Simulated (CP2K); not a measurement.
# UPBE/DZVP-MOLOPT-SR-GTH (core potential) run of C2H6In (SMILES C[In]C)

Aim: the vertical doublet–quartet gap of C2H6In at UPBE/DZVP-MOLOPT-SR-GTH (core potential), from 2 runs. 

Program for the calculation: CP2K 2026.2.

1 further run of the same task is left out (set aside as unsound or not needed).

## Step 1: The structure to begin with

C2H6In has 9 atoms, charge 0, and is taken as a doublet. SMILES: `C[In]C`. The shape is that of a PBE0-D4/def2-TZVP optimisation.

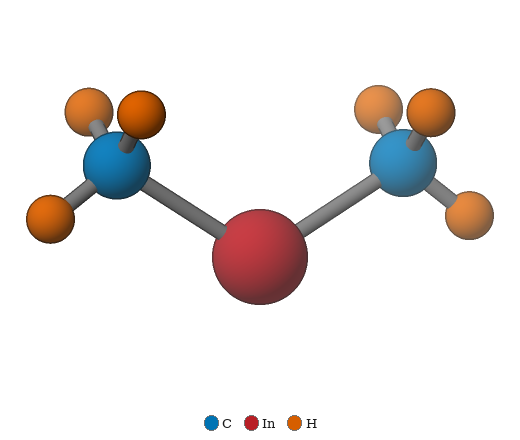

The structure, seen from a chosen angle (carbon blue, indium red, hydrogen orange).

## Step 2: A single-point energy at UPBE/DZVP-MOLOPT-SR-GTH (core potential)

Contents of job.inp:

```
&GLOBAL
 PROJECT job
 RUN_TYPE ENERGY
 PRINT_LEVEL MEDIUM
&END GLOBAL

&FORCE_EVAL
 METHOD Quickstep
 &DFT
  BASIS_SET_FILE_NAME BASIS_MOLOPT
  POTENTIAL_FILE_NAME GTH_POTENTIALS
  CHARGE 0
  MULTIPLICITY 2
  UKS T
  # Quickstep
  &QS
   METHOD GPW
   EPS_DEFAULT 1.0E-10
  &END QS
  &MGRID
   CUTOFF 400
   REL_CUTOFF 50
   NGRIDS 4
  &END MGRID
  &POISSON
   PERIODIC NONE
   POISSON_SOLVER MULTIPOLE
  &END POISSON
  # SCF settings
  &SCF
   SCF_GUESS ATOMIC
   EPS_SCF 1.0E-05
   MAX_SCF 40
   &OT ON
    MINIMIZER DIIS
    PRECONDITIONER FULL_ALL
   &END OT
   &OUTER_SCF
    EPS_SCF 1.0E-05
    MAX_SCF 2
   &END OUTER_SCF
  &END SCF
  &XC
   &XC_FUNCTIONAL PBE
   &END XC_FUNCTIONAL
  &END XC
  &PRINT
   &MOMENTS
    PERIODIC F
    REFERENCE COM
    MAX_MOMENT 1
   &END MOMENTS
   &MO_CUBES
    NLUMO 2
    NHOMO -1
    WRITE_CUBE F
   &END MO_CUBES
   &HIRSHFELD OFF
   &END HIRSHFELD
  &END PRINT
 &END DFT
 &SUBSYS
  &CELL
   ABC [angstrom] 9.6 12.3 9.1
   PERIODIC NONE
  &END CELL
  &COORD
   C      5.406955     7.936830     4.790380
   In     5.228225     6.171260     3.493500
   C      4.500195     4.306130     4.400340
   H      4.423635     8.157070     5.214170
   H      5.772585     8.807460     4.248450
   H      6.094525     7.699770     5.606500
   H      3.505475     4.487610     4.815830
   H      4.449745     3.492540     3.678610
   H      5.174625     4.029960     5.215120
  &END COORD
  &KIND C
   BASIS_SET DZVP-MOLOPT-SR-GTH-q4
   POTENTIAL GTH-PBE-q4
  &END KIND
  &KIND In
   BASIS_SET DZVP-MOLOPT-SR-GTH-q13
   POTENTIAL GTH-PBE-q13
  &END KIND
  &KIND H
   BASIS_SET DZVP-MOLOPT-SR-GTH-q1
   POTENTIAL GTH-PBE-q1
  &END KIND
 &END SUBSYS
&END FORCE_EVAL
```

Started as:

```console
$ OMP_NUM_THREADS=1 cp2k.psmp job.inp > job.out
```

Standard output:

```text
CP2K| version string:                                       CP2K version 2026.2
[...]
 GLOBAL| Method name                                                        CP2K
[...]
 GLOBAL| Run type                                                         ENERGY
[...]
 DFT| Spin unrestricted (spin-polarized) Kohn-Sham calculation               UKS
 DFT| Multiplicity                                                             2
[...]
 DFT| Charge                                                                   0
[...]
 FUNCTIONAL| PBE:
 QS| Method:                                                                 GPW
[...]
 QS| Density cutoff [a.u.]:                                                200.0
[...]
 QS| Relative density cutoff [a.u.]:                                        25.0
[...]
                             - Atoms:                                          9
[...]
                             - Spherical basis functions:                     81
[...]
 Number of electrons:                                                         14
[...]
     1 OT DIIS     0.15E+00    2.4     0.12180502       -68.0445090969 -6.80E+01
[...]
     6 OT DIIS     0.15E+00    2.8     0.00000891       -71.1648300286 -3.79E-07
  *** SCF run converged in     6 steps ***
[...]
  Overlap energy of the core charge distribution:               0.00000179805509
  Self energy of the core charge distribution:               -125.08384037992678
  Core Hamiltonian energy:                                     39.46151092580227
  Hartree energy:                                              27.48746073696067
  Exchange-correlation energy:                                -13.02996310949150
  Total energy:                                               -71.16483002860026
[...]
                     Mulliken Population Analysis
 #  Atom  Element  Kind  Atomic population (alpha,beta) Net charge  Spin moment
       1     C        1         2.261243     2.102660    -0.363903     0.158583
       2     In       2         6.668388     5.992763     0.338849     0.675625
       3     C        1         2.261136     2.103540    -0.364675     0.157596
       4     H        3         0.469790     0.465019     0.065191     0.004771
       5     H        3         0.465317     0.470706     0.063977    -0.005389
       6     H        3         0.469312     0.464639     0.066049     0.004673
       7     H        3         0.469750     0.465018     0.065232     0.004732
       8     H        3         0.465319     0.470665     0.064016    -0.005346
       9     H        3         0.469745     0.464990     0.065265     0.004756
 # Total charge and spin       14.000000    13.000000     0.000000     1.000000
[...]
  Dipole moment [Debye]
    X= -0.8594563E-01 Y= -0.6337280E-02 Z=  0.3845500E+00  Total=      0.3940882
[...]
 HOMO - LUMO gap [eV] :    2.816973
 ENERGY| Total FORCE_EVAL ( QS ) energy [hartree]            -71.164830028600264
[...]
```

Wall time 2.2 min (1 thread of Arm Neoverse V1, shared host); peak memory 1.1 GiB.

## Step 3: The quartet at the same level

Contents of molecule.xyz:

```xyz
9

C      0.456290     1.815870     0.183390
In     0.277560     0.050300    -1.113490
C     -0.450470    -1.814830    -0.206650
H     -0.527030     2.036110     0.607180
H      0.821920     2.686500    -0.358540
H      1.143860     1.578810     0.999510
H     -1.445190    -1.633350     0.208840
H     -0.500920    -2.628420    -0.928380
H      0.223960    -2.091000     0.608130
```

Contents of job.inp:

```
&GLOBAL
    PROJECT job
    RUN_TYPE ENERGY
    PRINT_LEVEL MEDIUM
&END GLOBAL
&FORCE_EVAL
    METHOD QUICKSTEP
    &DFT
        BASIS_SET_FILE_NAME BASIS_MOLOPT
        POTENTIAL_FILE_NAME GTH_POTENTIALS
        MULTIPLICITY 4
        LSD T
        # Quickstep
        &QS
            METHOD GPW
            EPS_DEFAULT 1.0E-10
        &END QS
        # plane-wave cutoff in Ry
        &MGRID
            CUTOFF 400
            REL_CUTOFF 50
            NGRIDS 4
        &END MGRID
        &POISSON
            PERIODIC NONE
            POISSON_SOLVER MULTIPOLE
        &END POISSON
        &SCF
            SCF_GUESS ATOMIC
            EPS_SCF 1.0E-05
            MAX_SCF 40
            &OT
                MINIMIZER DIIS
                PRECONDITIONER FULL_ALL
            &END OT
            &OUTER_SCF
                EPS_SCF 1.0E-05
                MAX_SCF 2
            &END OUTER_SCF
        &END SCF
        &XC
            &XC_FUNCTIONAL PBE
            &END XC_FUNCTIONAL
        &END XC
        &PRINT
            &MOMENTS
                PERIODIC F
                REFERENCE COM
                MAX_MOMENT 1
            &END MOMENTS
            &MO_CUBES
                NLUMO 2
                NHOMO -1
                WRITE_CUBE F
            &END MO_CUBES
            &HIRSHFELD OFF
            &END HIRSHFELD
        &END PRINT
    &END DFT
    # atoms, cell and kinds
    &SUBSYS
        &CELL
            ABC 9.6 12.3 9.1
            PERIODIC NONE
        &END CELL
        &TOPOLOGY
            COORD_FILE_NAME molecule.xyz
            COORD_FILE_FORMAT XYZ
            &CENTER_COORDINATES
            &END CENTER_COORDINATES
        &END TOPOLOGY
        &KIND C
            BASIS_SET DZVP-MOLOPT-SR-GTH-q4
            POTENTIAL GTH-PBE-q4
        &END KIND
        &KIND In
            BASIS_SET DZVP-MOLOPT-SR-GTH-q13
            POTENTIAL GTH-PBE-q13
        &END KIND
        &KIND H
            BASIS_SET DZVP-MOLOPT-SR-GTH-q1
            POTENTIAL GTH-PBE-q1
        &END KIND
    &END SUBSYS
&END FORCE_EVAL
```

Started as:

```console
$ OMP_NUM_THREADS=1 cp2k.psmp job.inp > job.out
```

Standard output, cut to the lines that bear on the results:

```text
CP2K| version string:                                       CP2K version 2026.2
[...]
 GLOBAL| Method name                                                        CP2K
[...]
 GLOBAL| Run type                                                         ENERGY
[...]
 DFT| Spin unrestricted (spin-polarized) Kohn-Sham calculation               UKS
 DFT| Multiplicity                                                             4
[...]
 DFT| Charge                                                                   0
[...]
 FUNCTIONAL| PBE:
 QS| Method:                                                                 GPW
[...]
 QS| Density cutoff [a.u.]:                                                200.0
[...]
 QS| Relative density cutoff [a.u.]:                                        25.0
[...]
                             - Atoms:                                          9
[...]
                             - Spherical basis functions:                     81
[...]
 Number of electrons:                                                         15
[...]
     1 OT DIIS     0.15E+00    2.5     0.12561432       -67.4614685856 -6.75E+01
[...]
    30 OT DIIS     0.15E+00    2.8     0.00000861       -71.0276077005 -2.11E-07
  *** SCF run converged in    30 steps ***
[...]
  Overlap energy of the core charge distribution:               0.00000179805509
  Self energy of the core charge distribution:               -125.08384037992678
  Core Hamiltonian energy:                                     39.44596337282211
  Hartree energy:                                              27.58687286604247
  Exchange-correlation energy:                                -12.97660535746026
  Total energy:                                               -71.02760770046737
[...]
                     Mulliken Population Analysis
 #  Atom  Element  Kind  Atomic population (alpha,beta) Net charge  Spin moment
       1     C        1         2.402667     1.821991    -0.224658     0.580676
       2     In       2         7.434800     5.635594    -0.070393     1.799206
       3     C        1         2.402510     1.822847    -0.225358     0.579663
       4     H        3         0.461000     0.452650     0.086350     0.008350
[...]
  Dipole moment [Debye]
    X= -0.6796338E+00 Y= -0.1069412E+00 Z=  0.2708705E+01  Total=      2.7947127
[...]
 HOMO - LUMO gap [eV] :    2.574683
 ENERGY| Total FORCE_EVAL ( QS ) energy [hartree]            -71.027607700467371
[...]
```

Wall time 86 s (1 thread of Arm Neoverse V1, shared host); peak memory 1.1 GiB.

## Step 4: Outcome

Level: UPBE/DZVP-MOLOPT-SR-GTH (core potential).

```
                                        quantity         value
                           doublet: total energy  -71.16483 Eh
                          doublet: dipole moment        0.39 D
     doublet: HOMO energy (highest over α and β)      -3.78 eV
      doublet: LUMO energy (lowest over α and β)      -2.79 eV
                                   doublet: ⟨S²⟩         0.752
                           quartet: total energy  -71.02761 Eh
                          quartet: dipole moment        2.79 D
     quartet: HOMO energy (highest over α and β)      -2.11 eV
                                   quartet: ⟨S²⟩         3.757
vertical energy of the quartet above the doublet      3.734 eV
```

What this shows: At this shape the quartet lies 3.73 eV (86 kcal/mol) above the doublet.
